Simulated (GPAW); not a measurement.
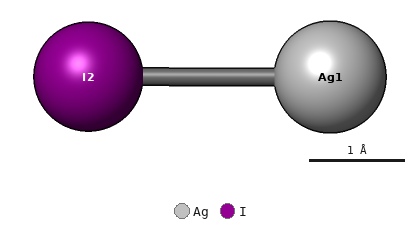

The structure (ball-and-stick view, seen on its broad side; atoms are numbered from 1 in the order of the input). Sticks mark near contacts.

AgI: property calculation

The run: property calculation of AgI, SMILES [Ag][I]. Method and program: BLYP/dz(dzp), dispersion D3(0), scalar-relativistic datasets (GPAW 26.7.0).

Figures and captions count atoms from 1; the log counts them from 0 in places.

### The input (agi_sp.py)
```python
import numpy as np
from ase.calculators.mixing import SumCalculator
from ase.io.zmatrix import parse_zmatrix
from ase.units import Debye
from dftd3.ase import DFTD3
from gpaw import GPAW, setup_paths
from gpaw.analyse.hirshfeld import HirshfeldPartitioning
from gpaw.atom.configurations import parameters
from gpaw.atom.generator import Generator

molecule = parse_zmatrix("""
Ag
I 1 2.544621
""")
molecule.center(vacuum=4.5)

for symbol in ['Ag', 'I']:
    Generator(symbol, xcname='BLYP', scalarrel=True, nofiles=True, txt=None).run(**parameters[symbol])
setup_paths.insert(0, '.')

calc = GPAW(mode='lcao',
            basis='dz(dzp)',
            h=0.18,
            xc='BLYP',
            occupations={'name': 'fermi-dirac', 'width': 0.05},
            maxiter=120,
            legacy_gpaw=True,
            txt='-')
molecule.calc = SumCalculator([DFTD3(method='BLYP', damping='d3zero'), calc])

energy = molecule.get_potential_energy()
print(f'Energy = {energy:.5f} eV')
forces = molecule.get_forces()
print('Forces (eV/Ang)')
for symbol, f in zip(molecule.symbols, forces):
    print(f'{symbol:2} {f[0]:9.4f} {f[1]:9.4f} {f[2]:9.4f}')
dipole = calc.get_dipole_moment(molecule) / Debye
print(f'Dipole: {np.linalg.norm(dipole):.3f} D')
homo, lumo = calc.get_homo_lumo()
print(f'HOMO = {homo:.3f} eV')
print(f'LUMO                    {lumo:.3f} eV')
print(f'Gap = {lumo - homo:.3f} eV')
hirshfeld = HirshfeldPartitioning(calc)
charges = hirshfeld.get_charges()
volumes = hirshfeld.get_effective_volume_ratios()
for symbol, q, v in zip(molecule.symbols, charges, volumes):
    print(f'{symbol:2} charge {q:7.3f}  volume ratio {v:6.3f}')
```

Machine: 1 thread of Arm Neoverse V2, 24 GiB of memory available, shared host.

Launch command:
```bash
OMP_NUM_THREADS=1 python agi_sp.py
```

### What the program printed
```
___ ___ ___ _ _ _
 |   |   |_  | | | |
 | | | | | . | | | |
 |__ |  _|___|_____|  26.7.0
 |___|_|

units:  Angstrom and eV
cores:  1
OpenMP: False

Versions:
  Python: 3.12.14
  ASE:    3.29.0
  Numpy:  2.5.5
  Scipy:  1.18.1
  Libxc:  7.0.0

        _gpaw.cpython-312-aarch64-linux-gnu.so

Input parameters:
  basis: dz(dzp)
  h: 0.18
  maxiter: 120
  mode: lcao
  occupations: {name: fermi-dirac,
                width: 0.05}
  xc: BLYP

System changes: positions, numbers, cell, pbc, initial_charges, initial_magmoms

Initialize ...

species:
  Ag:
    name:    Silver
    Z:       47.0
    valence: 17
    core:    30
    charge:  0.0  # [|e|]
    file:    Ag.BLYP
    compensation charges:
      type: gauss
      rc: 0.40  # [Å]
      lmax: 2
    cutoffs:
      filter: 2.35  # [Å]
      core: 2.19  # [Å]
    projectors
    | kind |    occ | energy [eV] | rcut [Å] |
    |------|--------|-------------|----------|
    |   5s |  1.000 |      -4.450 |    1.286 |
    |   4p |  6.000 |     -58.459 |    1.328 |
    |   5p |  0.000 |      -0.776 |    1.328 |
    |   4d | 10.000 |      -7.338 |    1.180 |
    |    s |        |      22.762 |    1.286 |
    |    d |        |      19.874 |    1.180 |

    LCAO basis set for Ag:
      Name: dz(dzp)
      File: Ag.dzp.basis.gz
      Number of radial functions: 8
      Number of spherical harmonics: 24
        l=0, rc=9.2812 Bohr: 5s-sz confined orbital
        l=1, rc=3.3750 Bohr: 4p-sz confined orbital
        l=1, rc=14.2344 Bohr: 5p-sz confined orbital
        l=2, rc=5.4531 Bohr: 4d-sz confined orbital
        l=0, rc=5.5156 Bohr: 5s-dz split-valence wave
        l=1, rc=2.3281 Bohr: 4p-dz split-valence wave
        l=1, rc=8.7656 Bohr: 5p-dz split-valence wave
        l=2, rc=3.2656 Bohr: 4d-dz split-valence wave
      Number of RI-basis functions 0

  I:
    name:    Iodine
    Z:       53.0
    valence: 7
    core:    46
    charge:  0.0  # [|e|]
    file:    I.BLYP
    compensation charges:
      type: gauss
      rc: 0.37  # [Å]
      lmax: 2
    cutoffs:
      filter: 2.06  # [Å]
      core: 2.90  # [Å]
    projectors
    | kind |    occ | energy [eV] | rcut [Å] |
    |------|--------|-------------|----------|
    |   5s |  2.000 |     -17.256 |    1.164 |
    |   5p |  5.000 |      -6.916 |    1.164 |
    |    s |        |       9.955 |    1.164 |
    |    p |        |      20.295 |    1.164 |
    |    d |        |       0.000 |    1.164 |

    LCAO basis set for I:
      Name: dz(dzp)
      File: I.dzp.basis.gz
      Number of radial functions: 4
      Number of spherical harmonics: 8
        l=0, rc=5.8750 Bohr: 5s-sz confined orbital
        l=1, rc=7.5156 Bohr: 5p-sz confined orbital
        l=0, rc=3.3125 Bohr: 5s-dz split-valence wave
        l=1, rc=4.3750 Bohr: 5p-dz split-valence wave
      Number of RI-basis functions 0

Reference energy: -338172.645926  # eV

Spin-paired calculation

Convergence criteria:
 Maximum [total energy] change in last 3 cyles: 0.0005 eV / valence electron
 Maximum integral of absolute [dens]ity change: 0.0001 electrons / valence electron
 Maximum integral of absolute [eigenst]ate change: 4e-08 eV^2 / valence electron
 Maximum number of scf [iter]ations: 120
 (Square brackets indicate name in SCF output, whereas a 'c' in
 the SCF output indicates the quantity has converged.)

Symmetries present (total): 8

  ( 1  0  0)  ( 1  0  0)  ( 1  0  0)  ( 1  0  0)  ( 1  0  0)  ( 1  0  0)
  ( 0  1  0)  ( 0  1  0)  ( 0  0  1)  ( 0  0  1)  ( 0  0 -1)  ( 0  0 -1)
  ( 0  0  1)  ( 0  0 -1)  ( 0  1  0)  ( 0 -1  0)  ( 0  1  0)  ( 0 -1  0)

  ( 1  0  0)  ( 1  0  0)
  ( 0 -1  0)  ( 0 -1  0)
  ( 0  0  1)  ( 0  0 -1)

1 k-point (Gamma)
1 k-point in the irreducible part of the Brillouin zone
       k-points in crystal coordinates                weights
   0:     0.00000000    0.00000000    0.00000000          1/1

Wave functions: LCAO
  Diagonalizer: Serial LAPACK
  Atomic Correction: dense with blas
  Data-type: float

Occupation numbers: Fermi-Dirac:
  width: 0.0500  # eV

Eigensolver
   LCAO using direct dense diagonalizer

Densities:
  Coarse grid: 64*52*52 grid
  Fine grid: 128*104*104 grid
  Total Charge: 0.000000

Density mixing:
  Method: separate
  Backend: msr1
  Linear mixing parameter: 0.05
  old densities: 10
  Width of damping distribution: 1.1
  Damping of long wavelength oscillations: 1  # (no daming)

Hamiltonian:
  XC and Coulomb potentials evaluated on a 128*104*104 grid
  Using the BLYP Exchange-Correlation functional
  Interpolation: tri-quintic (5. degree polynomial)
  Poisson solver: FastPoissonSolver using
    Stencil: 6*3+1=19 point O(h^6) finite-difference Laplacian
    FFT axes: []
    FST axes: [np.int64(1), np.int64(2), np.int64(0)]

XC parameters: BLYP with 2 nearest neighbor stencil

Memory estimate:
  Process memory now: 264.00 MiB
  Calculator: 107.51 MiB
    Density: 71.91 MiB
      Arrays: 33.34 MiB
      Localized functions: 13.56 MiB
      Mixer: 25.00 MiB
    Hamiltonian: 22.83 MiB
      Arrays: 21.81 MiB
      XC: 0.00 MiB
      Poisson: 0.00 MiB
      vbar: 1.02 MiB
    Wavefunctions: 12.77 MiB
      C [qnM]: 0.00 MiB
      S, T [2 x qmm]: 0.02 MiB
      P [aqMi]: 0.00 MiB
      BasisFunctions: 12.74 MiB
      Eigensolver: 0.00 MiB

Total number of cores used: 1

Number of atoms: 2
Number of atomic orbitals: 32
Number of bands in calculation: 16
Number of valence electrons: 24
Bands to converge: occupied

... initialized

Initializing position-dependent things.

Density initialized from atomic densities
       .---------------------------.
      /|                           |
     / |                           |
    /  |                           |
   /   |                           |
  /    |                           |
 *     |                           |
 |     |                           |
 |     |                           |
 |     |       Ag    I             |
 |     |                           |
 |     .---------------------------.
 |    /                           /
 |   /                           /
 |  /                           /
 | /                           /
 |/                           /
 *---------------------------*

Atomic positions and initial magnetic moments

Positions:
   0 Ag     4.500000    4.500000    4.500000    ( 0.0000,  0.0000,  0.0000)
   1 I      7.044621    4.500000    4.500000    ( 0.0000,  0.0000,  0.0000)

Unit cell:
           periodic     x           y           z      points  spacing
  1. axis:    no    11.544621    0.000000    0.000000    64     0.1804
  2. axis:    no     0.000000    9.000000    0.000000    52     0.1731
  3. axis:    no     0.000000    0.000000    9.000000    52     0.1731

  Lengths:  11.544621   9.000000   9.000000
  Angles:   90.000000  90.000000  90.000000

Effective grid spacing dv^(1/3) = 0.1755

iter:   1 00:00:01    -1.681800        c
iter:   2 00:00:02    -1.650528        c -1.34
iter:   3 00:00:02    -1.432663        c -1.37
iter:   4 00:00:02    -1.429450        c -2.27
iter:   5 00:00:03    -1.429081c       c -2.74
iter:   6 00:00:03    -1.429051c       c -3.38
iter:   7 00:00:04    -1.429047c       c -3.93
iter:   8 00:00:04    -1.429047c       c -4.39c

Converged after 8 iterations.

Dipole moment: (-0.786888, 0.000000, 0.000000) |e|*Ang

Energy contributions relative to reference atoms: (reference = -338172.645926)

Kinetic:        +17.637062
Potential:      -14.719168
External:        +0.000000
XC:              -4.289799
Entropy (-ST):   -0.000000
Local:           -0.057142
SIC:             +0.000000
--------------------------
Free energy:     -1.429047
Extrapolated:    -1.429047

 Band  Eigenvalues  Occupancy
    0    -58.89993    2.00000
    1    -58.62081    2.00000
    2    -58.62081    2.00000
    3    -16.09438    2.00000
    4     -8.55738    2.00000
    5     -7.92042    2.00000
    6     -7.92042    2.00000
    7     -7.45851    2.00000
    8     -7.45755    2.00000
    9     -6.24370    2.00000
   10     -5.38854    2.00000
   11     -5.38854    2.00000
   12     -3.50931    0.00000
   13     -0.47789    0.00000
   14     -0.47789    0.00000
   15      0.79011    0.00000

Fermi level: -4.43159

Gap: 1.879 eV
Transition (v -> c):
  (s=0, k=0, n=11, [0.00, 0.00, 0.00]) -> (s=0, k=0, n=12, [0.00, 0.00, 0.00])
No difference between direct/indirect transitions
Energy = -1.43863 eV

Forces in eV/Ang:
  0 Ag   -0.68522    0.00000    0.00000
  1 I     0.68298    0.00000    0.00000

Forces (eV/Ang)
Ag   -0.7153    0.0000    0.0000
I     0.7130    0.0000    0.0000
Dipole: 3.780 D
HOMO = -5.389 eV
LUMO                    -3.509 eV
Gap = 1.879 eV
Ag charge   0.087  volume ratio  1.001
I  charge  -0.083  volume ratio  1.087
```

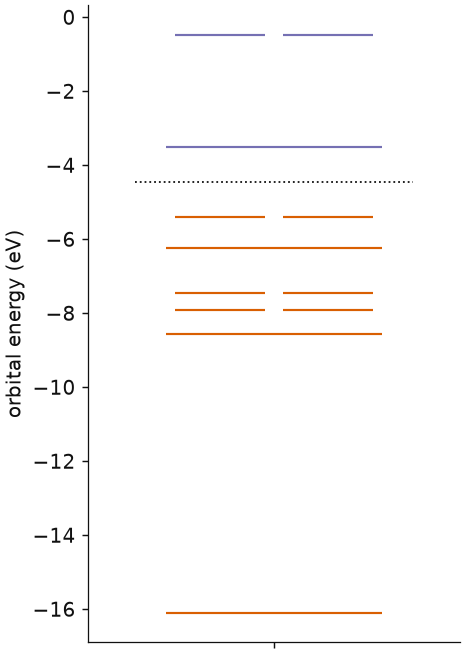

Orbital energies near the frontier; the dotted line parts filled from empty levels, and levels within 0.02 eV of each other stand side by side. Highest filled −5.39 eV, lowest empty −3.51 eV, 1.88 eV apart.

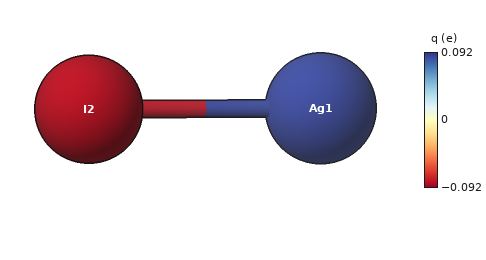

Hirshfeld charges, as the colour of each atom (ball-and-stick view, seen at a tilt; atoms are numbered from 1 in the order of the input). By element: Ag +0.09 and I −0.08 e.

### Key numbers

- outcome: converged
- energy relative to the program's reference atoms: −1.4386 eV
- dispersion energy: −0.000352 hartree
- basis functions: 32
- largest force: 0.715 eV/Å
- HOMO: −5.39 eV
- LUMO: −3.51 eV
- dipole moment: 3.78 D
- wall time: 8.3 s
- peak memory: 0.49 GiB

### Notes

Further notes kept with the run: datasets made with stock radii, not tested.
